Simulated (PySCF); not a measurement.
**C2H6ClGa, SMILES `C[Ga](C)Cl`: what the electrons do**

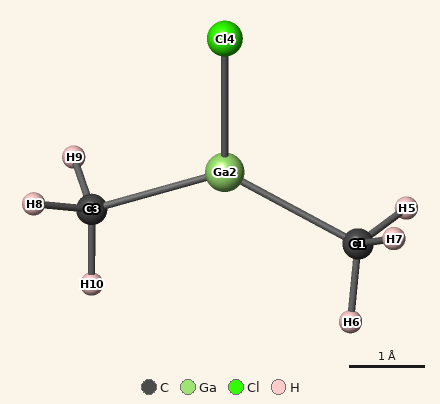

The molecule, with its atoms numbered as below. No frequency check shows the geometry to be a minimum.

Coordinates in Å:

```
C1       1.1583    1.8538   -0.0027
Ga2      0.2940   -0.0001    0.0044
C3       1.1547   -1.8559   -0.0037
Cl4     -1.8115    0.0016   -0.0023
H5       1.1216    2.2740   -1.0115
H6       2.1989    1.8294    0.3228
H7       0.5920    2.5182    0.6556
H8       0.6984   -2.4683    0.7790
H9       0.9616   -2.3463   -0.9618
H10      2.2325   -1.8183    0.1574
```

## 1. Bonding charge

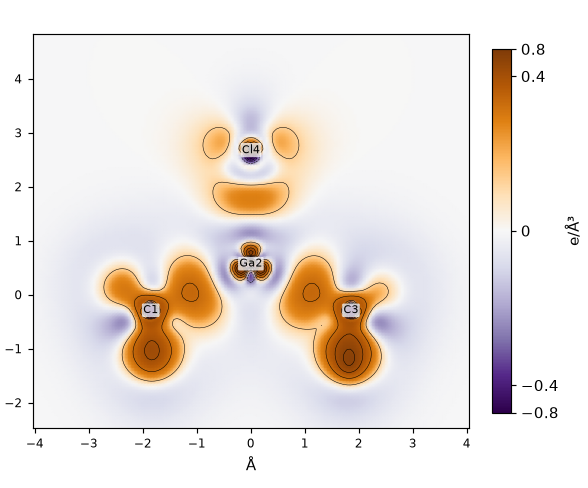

Deformation density (molecule less spherical, spin-averaged free atoms) in the plane of C1, Ga2, C3 and Cl4; colour scale in e/Å³, logarithmic beyond ±0.1; orange: gain, purple: loss.

Computed with PySCF, PBE/def2-TZVP, geometry: GFN2-xTB.

> Describe the bonding that the map shows.

C1–Ga2: +0.16 e/Å³ at the bond critical point (bond length 2.04 Å, Mayer order 0.9). Ga2–C3: +0.16 e/Å³ at the bond critical point (bond length 2.05 Å, Mayer order 0.9). Ga2–Cl4: +0.07 e/Å³ at the bond critical point (bond length 2.11 Å, Mayer order 1.2). In all, 2.0 electrons gather in the regions of gain relative to the promolecule. A small or negative value marks a very polar bond, one between electron-rich atoms, whose free-atom densities already overlap strongly, a long bond to a heavier atom, or a closed-shell contact such as a hydrogen bond.

## 2. Local ionisation energy

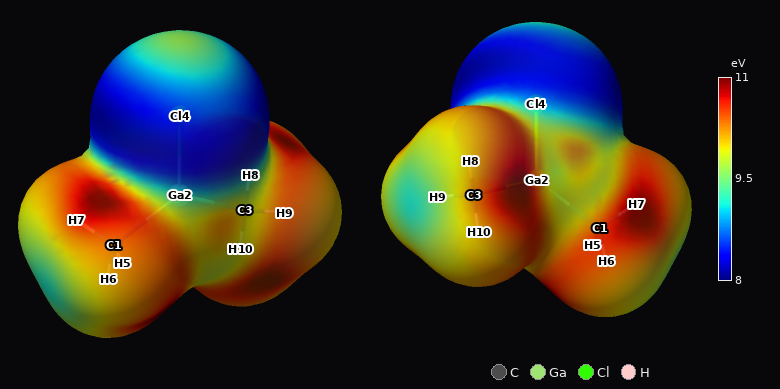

Average local ionisation energy on the surface of electron density 0.001 a.u. (back view left, front view right).

> Locate the minima of the map.

The lowest value is 8.1 eV, 2.1 Å from Cl4, and at like points elsewhere. Further minima include 9.1 eV, near H7 (1.79 Å) and H6 (1.98 Å), over C1 (2.0 Å), and at like points elsewhere; 9.8 eV, 2.1 Å from Ga2. For comparison, the highest occupied orbital lies at −6.5 eV.

> What volume does the surface enclose, and what is the dipole moment?

About 128 Å³; the dipole moment is 2.1 D.

## 3. In an electric field

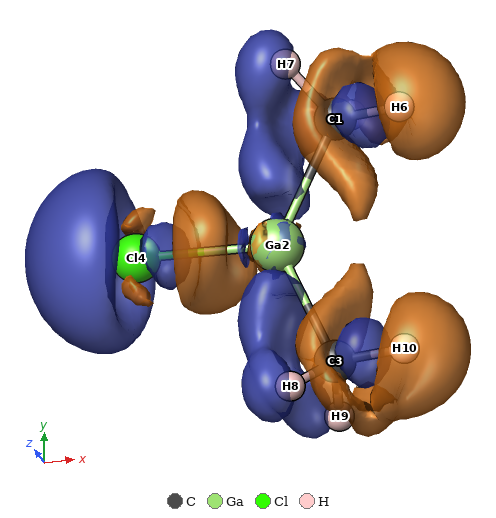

Change of the electron density in a uniform field of 0.21 V/Å, surfaces at ±0.0015 e/Å³ (orange: gain, blue: loss).

Computed with PySCF, PBE/def2-TZVP, geometry: GFN2-xTB. A basis without diffuse functions makes polarisabilities too small.

The field was applied in both directions; the picture shows the one opposite to the script's first.

> Along which Cartesian direction does the field point?

Along −x: electrons gather on the +x side, against the field.

> What dipole is induced, and what polarisability does it imply?

The induced dipole is 0.76 D (along the field); α along this axis, from the fields in both directions, is 75 bohr³ (11.0 Å³).

## 4. Removing or adding an electron

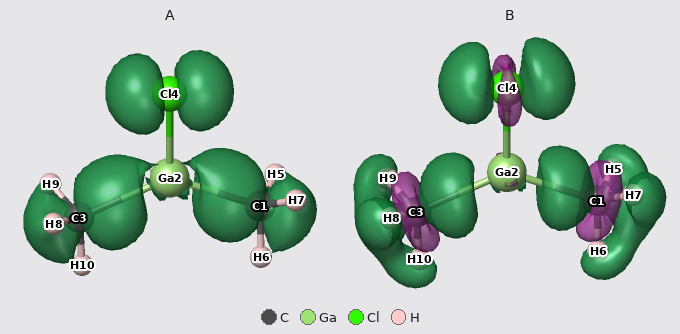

The Fukui function f⁻ from two separate SCF calculations and the density of the HOMO, at ±0.02 e/Å³ (green positive, purple negative).

> Which panel is which, and how good is the frozen-orbital picture?

B is f⁻ (it has negative regions), A the HOMO density. The HOMO lies on Cl4 (26 %), C1 and C3 (22 % each) and Ga2 (16 %); f⁻ (Hirshfeld-condensed) is largest on Cl4 (0.27) and Ga2 (0.15); the vertical ionisation energy is 9.30 eV (the stability of the cation's solution wasn't checked). Relaxation shifts 20 % of the electron between atoms. The orbital energy is −6.47 eV.
